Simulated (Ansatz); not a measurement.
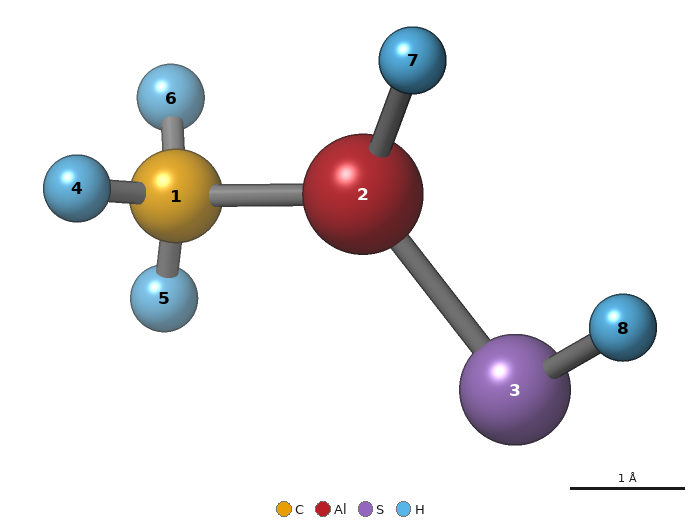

Figure made from data computed with Ansatz.

Orthographic view. Depth is shown by fading: the farther an atom, the more it takes the colour of the background. Geometry: relaxed with PBE0-D4/def2-TZVP with one coordinate held away from its value at the minimum.

Write a Z-matrix (Å, degrees) in the order of the atom numbers, with these reference atoms: 2 to 1; 3 to 2, 1; 4 to 1, 2, 3; 5 to 1, 4, 2; 6 to 1, 5, 4; 7 to 2, 1, 5; 8 to 3, 2, 7.

```
C  
Al   1   1.944
S    2   2.188   1   118.0
H    1   1.095   2   110.8   3   120.3
H    1   1.092   4   107.9   2   123.6
H    1   1.095   5   108.0   4  -114.9
H    2   1.585   1   124.3   5   179.4
H    3   1.428   2    93.2   7     0.0
```
